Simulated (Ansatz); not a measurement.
# Calculations on K8CdMg7F24

### Relaxation

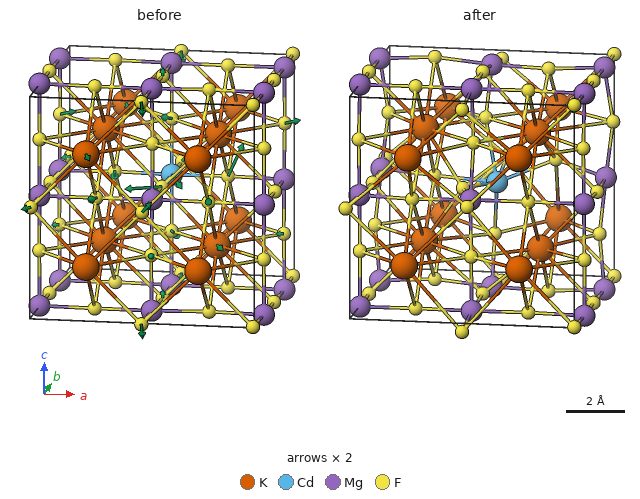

The structure of a defect cell of composition K$_{8}$CdMg$_{7}$F$_{24}$ (cell charge −1) before (left) and after (right) a relaxation, at one scale. The green arrows give the displacements, magnified 2 times.

Style: ball-and-stick. Shown: the cell of the calculation (origin shifted), slightly off an axis.

All numbers below come from DFT, PBEsol, PAW, plane waves in Ansatz 0.2.0. Set-up: plane-wave cutoff 420 eV; k-point mesh 1 × 1 × 1; mesh shifted by (0.25, 0.25, 0.25); collinear spin; atoms relaxed in a fixed cell; force threshold 0.03 eV/Å; at most 80 steps.

> What changed between the two?

An F atom moves most: 0.69 Å along [−2 −1 0]. By element the largest moves are F 0.69 Å, Cd 0.37 Å, K 0.19 Å, Mg 0.10 Å. The lattice vectors keep their values. Among the contacts that change: F–K 2.811 → 3.441 Å, F–K 2.829 → 3.445 Å, F–K 2.813 → 3.318 Å, F–K 2.860 → 3.313 Å. Bond angles that change, for instance: Cd–F–Mg 179.5° → 139.2°, Cd–F–Mg 177.7° → 139.1°, Cd–F–Mg 177.2° → 139.2°. Over 10 geometry steps the energy falls by 2.080 eV per cell of the calculation. The largest force component goes from 3.8 to 0.013 eV/Å. The run took 58 s on 7 threads of Arm Neoverse-V2, peak memory 1.6 GiB.

Limits of the set-up: the periodic images lie only 8.0 Å apart, so the values are limited by the cell's size; the cell is charged, on a uniform background, and energies carry no finite-size correction.

### Relaxation

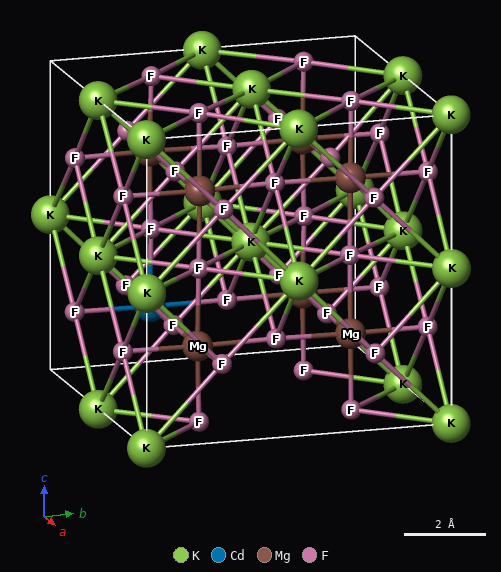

Starting structure of a defect cell of composition K$_{8}$CdMg$_{7}$F$_{24}$. The picture is a ball-and-stick view of the cell of the calculation, seen slightly off an axis.

Theory: DFT, PBEsol, PAW, plane waves in Ansatz.

The input:
```yaml
crystal:
  lattice:
    - [7.982544, 0.000000, 0.000000]
    - [0.000000, 7.982544, 0.000000]
    - [0.000000, 0.000000, 7.982544]
  atoms:
    - { symbol: K, position: [0.994164, 0.000618, 0.998338] }
    - { symbol: K, position: [0.001065, 0.999692, 0.502160] }
    - { symbol: K, position: [0.000727, 0.498134, 0.994172] }
    - { symbol: K, position: [0.000902, 0.499918, 0.501561] }
    - { symbol: K, position: [0.495980, 0.999847, 0.997940] }
    - { symbol: K, position: [0.501652, 0.998529, 0.496939] }
    - { symbol: K, position: [0.500006, 0.502378, 0.994826] }
    - { symbol: K, position: [0.499664, 0.499259, 0.500463] }
    - { symbol: Cd, position: [0.250113, 0.248233, 0.247825] }
    - { symbol: Mg, position: [0.249123, 0.246205, 0.751206] }
    - { symbol: Mg, position: [0.252321, 0.747278, 0.251646] }
    - { symbol: Mg, position: [0.249510, 0.747914, 0.750231] }
    - { symbol: Mg, position: [0.750813, 0.245344, 0.247471] }
    - { symbol: Mg, position: [0.751133, 0.252661, 0.749810] }
    - { symbol: Mg, position: [0.749536, 0.747727, 0.247544] }
    - { symbol: Mg, position: [0.749895, 0.747298, 0.752356] }
    - { symbol: F, position: [0.248268, 0.253203, 0.993289] }
    - { symbol: F, position: [0.249668, 0.251332, 0.499608] }
    - { symbol: F, position: [0.246325, 0.753334, 0.999104] }
    - { symbol: F, position: [0.252283, 0.753114, 0.500759] }
    - { symbol: F, position: [0.748622, 0.251027, 0.001611] }
    - { symbol: F, position: [0.752880, 0.248735, 0.499872] }
    - { symbol: F, position: [0.748741, 0.750527, 0.000620] }
    - { symbol: F, position: [0.750776, 0.745725, 0.502076] }
    - { symbol: F, position: [0.996096, 0.248581, 0.252048] }
    - { symbol: F, position: [0.998276, 0.252810, 0.752651] }
    - { symbol: F, position: [0.002254, 0.749409, 0.247701] }
    - { symbol: F, position: [0.996159, 0.747592, 0.750354] }
    - { symbol: F, position: [0.501656, 0.245089, 0.252295] }
    - { symbol: F, position: [0.500113, 0.251853, 0.749138] }
    - { symbol: F, position: [0.502650, 0.748817, 0.249505] }
    - { symbol: F, position: [0.503754, 0.759182, 0.753949] }
    - { symbol: F, position: [0.250213, 0.000563, 0.250121] }
    - { symbol: F, position: [0.253841, 0.000389, 0.749340] }
    - { symbol: F, position: [0.250874, 0.499821, 0.249587] }
    - { symbol: F, position: [0.247230, 0.501305, 0.745762] }
    - { symbol: F, position: [0.754015, 0.999242, 0.250334] }
    - { symbol: F, position: [0.749141, 0.002143, 0.751489] }
    - { symbol: F, position: [0.755232, 0.501362, 0.252304] }
    - { symbol: F, position: [0.744604, 0.500762, 0.753926] }
  symmetry: { detect: false }
kpoints:
  mp_grid: { grid: [1, 1, 1], shift: [0.25, 0.25, 0.25] }
hamiltonian:
  xc: pbesol
scf:
  occupations: { method: fermi_dirac, width: 0.01 }
relax:
  f_tol: 0.03
  max_steps: 80
  escape_saddle: false
  adjacent_minimum: "off"
output:
  forces: true
  eigenvalues: true
  populations: true
```

Command:
```bash
ansatz run in.yaml --threads 7 --pin off --max-ram 13300MiB --runs-dir r --events-out ev --progress --plain
```

**What does the optimiser find from here?**

The energy falls by 1.059 eV per cell of the calculation in 3 geometry steps. The largest force component goes from 3.6 to 0.016 eV/Å. The atom that moves furthest is F33 (0.13 Å roughly along −b). Largest moves by element: F 0.13 Å, K 0.05 Å, Mg 0.04 Å, Cd 0.02 Å. The cell stays as it was. Among the contacts that change: Mg11–F33 2.022 → 1.872 Å, Cd9–F33 1.977 → 2.119 Å, Mg10–F18 2.009 → 1.872 Å, Mg13–F29 1.989 → 1.872 Å. Bond angles that change, for instance: Mg12–F32–Mg16 174.6° → 179.8°, K6–F29–K7 179.6° → 175.7°, K1–F25–Mg13 88.4° → 92.1°.

History of the run:

| step | E − E(0), meV/atom | largest force component, eV/Å |
| --- | --- | --- |
| 0 | 0.00 | 3.5916 |
| 1 | -21.74 | 1.3283 |
| 2 | -26.47 | 0.0158 |
| 3 | -26.47 | 0.0158 |

The structure at the end:

```
CELL_PARAMETERS angstrom
7.98254 0.00000 0.00000
0.00000 7.98254 0.00000
0.00000 0.00000 7.98254
ATOMIC_POSITIONS crystal
K 0.99776 0.99757 0.99780
K 0.99771 0.99778 0.50182
K 0.99785 0.50204 0.99775
K 0.99779 0.50190 0.50178
K 0.50222 0.99766 0.99763
K 0.50238 0.99782 0.50194
K 0.50213 0.50204 0.99774
K 0.50225 0.50190 0.50176
Cd 0.25004 0.24984 0.24968
Mg 0.24996 0.24996 0.74974
Mg 0.25006 0.74987 0.24978
Mg 0.24997 0.74997 0.74969
Mg 0.75006 0.24979 0.24978
Mg 0.74995 0.24985 0.74988
Mg 0.75009 0.74975 0.24986
Mg 0.74996 0.74992 0.74977
F 0.25091 0.25151 0.98421
F 0.24882 0.24966 0.51521
F 0.24975 0.74943 0.99818
F 0.25026 0.75084 0.50120
F 0.74922 0.24966 0.99835
F 0.75082 0.24994 0.50148
F 0.75019 0.75001 0.99907
F 0.74977 0.74965 0.50053
F 0.98452 0.25056 0.24923
F 0.99843 0.25014 0.75074
F 0.99850 0.74932 0.25007
F 0.99930 0.74972 0.74950
F 0.51556 0.24899 0.25138
F 0.50147 0.24966 0.74914
F 0.50161 0.75040 0.24963
F 0.50063 0.75036 0.75002
F 0.24942 0.98439 0.24850
F 0.24977 0.99861 0.75038
F 0.25094 0.51545 0.25034
F 0.25017 0.50157 0.74896
F 0.75065 0.99829 0.24994
F 0.75024 0.99913 0.74973
F 0.74953 0.50128 0.24966
F 0.74962 0.50067 0.75009
```

After the run, drawn alike:

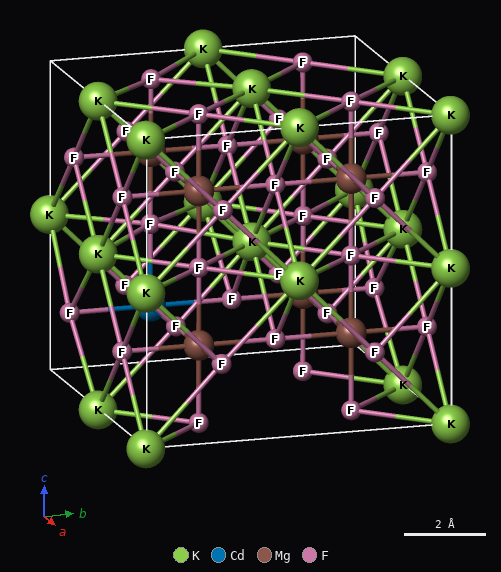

Limits of the set-up: the periodic images lie only 8.0 Å apart, so the values are limited by the cell's size.

### Defect

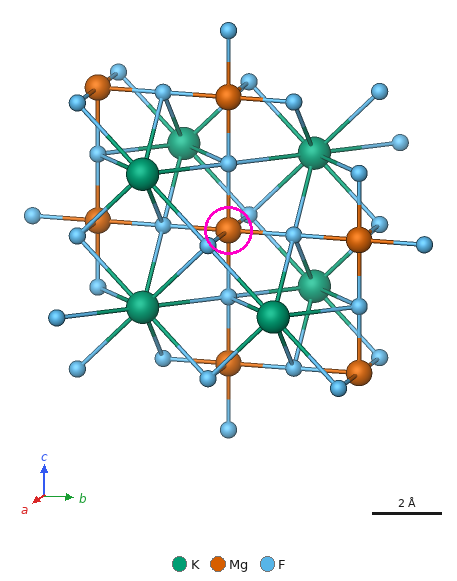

Perfect KMgF₃. A ball-and-stick model of the atoms within 6.0 Å of one point, in a slice 4.2 Å thick across the line of sight, seen slightly off an axis.

Level of theory: DFT, PBEsol, PAW, plane waves (Ansatz 0.2.0). Set-up: plane-wave cutoff 420 eV; k-point mesh 1 × 1 × 1; mesh shifted by (0.25, 0.25, 0.25); collinear spin. Fermi-Dirac smearing of 0.01 eV. A uniform background neutralises the charged cell. The axes drawn are those of the host's conventional cell.

A magnesium atom is replaced by cadmium at the ringed place, in charge state −1. The supercell has 40 sites, and the atoms are relaxed at the host's cell.

> How do the neighbours respond?

In the host the Mg atom has 6 F at 2.00 Å; the Cd atom ends with 6 F at 2.23 to 2.33 Å. Of the host's atoms, a fluorine atom moves furthest from its site, by 0.68 Å. The Cd atom itself moves 0.40 Å from where it was put. The cell's net moment is 1.00 μB.

The relaxed defect, seen from the same direction:

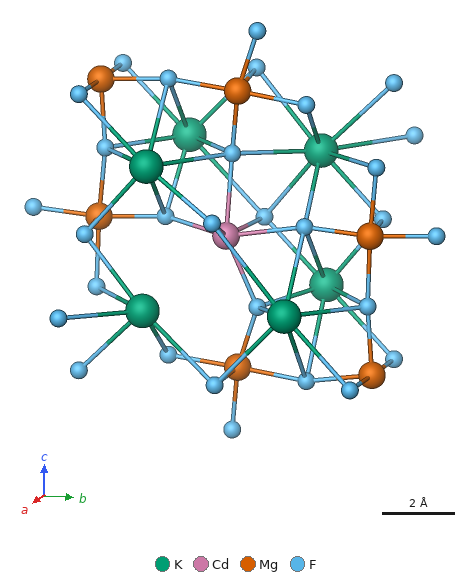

Limits of the set-up: the periodic images lie only 8.0 Å apart, so the values are limited by the cell's size; the cell is charged, on a uniform background, and energies carry no finite-size correction.
